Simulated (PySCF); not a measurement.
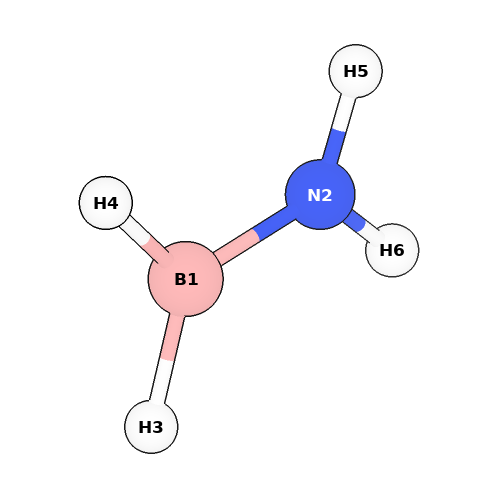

Atoms carry their numbers in the input. Computed geometry: PBE0-D3(BJ)/def2-SVP optimisation. No frequency run is at hand to confirm it as a minimum.

Which atoms are bonded, and how long are the bonds?

| bond | length (Å) | order |
| --- | --- | --- |
| B1–N2 | 1.387 | single |
| B1–H3 | 1.210 | single |
| B1–H4 | 1.210 | single |
| N2–H5 | 1.012 | single |
| N2–H6 | 1.012 | single |
